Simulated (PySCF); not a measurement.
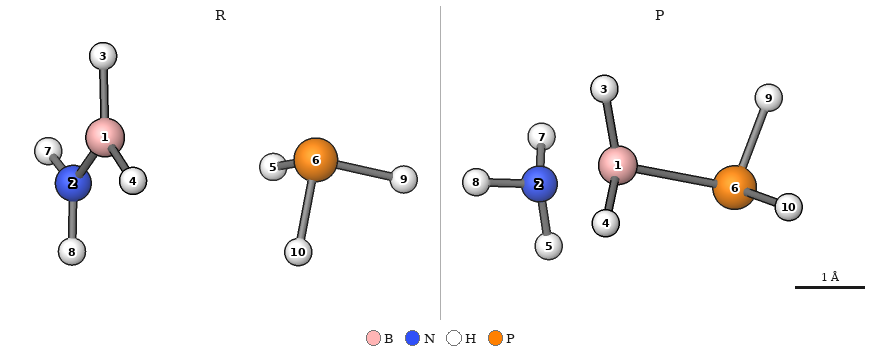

Reactant (R) and product (P) of one elementary step of BPNH7. A ball-and-stick model, seen from a free direction.

Stationary points at PBE0-D4/def2-TZVP, single-point energies with CCSD(T)/CBS, SPW92 (LDA), CCSD(T) (def2-TZVPP where no basis is named; PySCF 2.14.0). The energies are electronic, without zero-point or thermal terms, and both ends are the minima reached downhill from the saddle, with any fragments still in contact. CCSD(T)/CBS stands for a frozen-core estimate: MP2 correlation extrapolated from def2-TZVPP and def2-QZVPP, CCSD(T) minus MP2 from the smaller set.

R:
```xyz
10

B     0.4997   -1.0871    1.1389
N     1.0650    0.1784    1.1991
H     1.1061   -1.9687    0.6048
H    -0.5756   -1.2640    1.6338
H    -0.0344    1.0868   -1.8745
P    -1.0671    0.1295   -1.7010
H     1.9686    0.3960    0.8142
H     0.6194    0.9621    1.6455
H    -1.8558    0.6682   -2.7535
H    -1.7260    0.8987   -0.7074
```

P:
```xyz
10

B    -0.1988   -0.4666    0.3081
N     1.0509    0.5302    0.6637
H     0.2961   -1.5533    0.1278
H    -0.9222   -0.4159    1.2764
H     0.7211    1.4864    0.7702
P    -1.1013    0.3640   -1.2358
H     1.7491    0.5295   -0.0743
H     1.5054    0.2461    1.5264
H    -0.7202   -0.5021   -2.2941
H    -2.3801   -0.2183   -1.0686
```

**Predict the saddle point between them and the barrier.**

Counted by bonded pieces, R holds BH₄N + PH₃ and P holds BPH₄ + NH₃. From R over the saddle to P, bonds form: B1–P6 (3.46 → 2.01 → 1.97 Å), N2–H5 (3.39 → 1.51 → 1.02 Å). Bonds break: B1–N2 (1.39 → 1.57 → 1.64 Å), H5–P6 (1.42 → 1.60 → 2.93 Å). The saddle has one imaginary mode, 1338i cm⁻¹. With CCSD(T)/CBS the barrier is 37.3 kcal/mol from R and 35.5 kcal/mol from P, and P lies 1.8 kcal/mol above R.

```tsv
level	barrier from R (kcal/mol)	barrier from P (kcal/mol)	P less R (kcal/mol)
CCSD(T)/CBS	37.3	35.5	1.8
SPW92 (LDA)	18.5	25.1	−6.6
CCSD(T)	38.5	35.9	2.6
```

Against CCSD(T)/CBS, CCSD(T) comes closest on the barrier from R (+1.2 kcal/mol) and SPW92 (LDA) misses most (−18.8 kcal/mol).

Saddle geometry:

```xyz
10

B     0.0498   -0.7383    0.4662
N     1.0235    0.4779    0.6829
H     0.5839   -1.7176    0.0093
H    -0.6972   -0.9435    1.3894
H     0.2457    1.1346   -0.4310
P    -0.9370    0.2250   -1.0029
H     1.9981    0.2816    0.4933
H     0.9591    0.9195    1.5912
H    -0.9372   -0.2457   -2.3334
H    -2.2886    0.6066   -0.8650
```

The saddle point in the same view, with dashed sticks for the bonds that form or break:

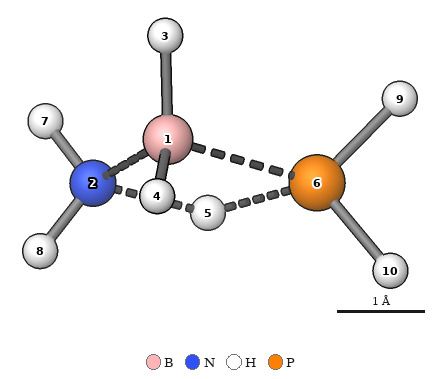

Limits of the set-up: the start holds two separate molecules, 3.3 Å apart at their closest, whose relative position is a soft coordinate.
